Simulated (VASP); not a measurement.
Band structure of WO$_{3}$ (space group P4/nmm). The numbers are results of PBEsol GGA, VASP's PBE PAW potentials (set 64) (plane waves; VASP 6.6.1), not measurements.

Unless said otherwise, spin-orbit coupling is left out, though it shifts the bands of the heavy elements here.

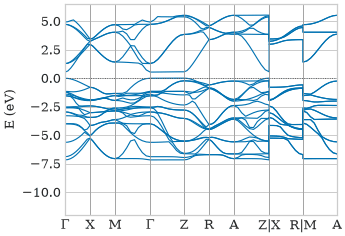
*Bands along high-symmetry lines, zero at the valence-band maximum or, without a gap, the Fermi level*

Problem. Read the plot: is there a gap, and where are the band edges?

Solution. The gap is indirect, 0.53 eV, from the valence maximum at Z to the conduction minimum at Γ. (Edges off the drawn lines would not show.)

The structure comes from a computed database's WO3 entry (P4/nmm); how it stands against other phases isn't given here. It was relaxed first.
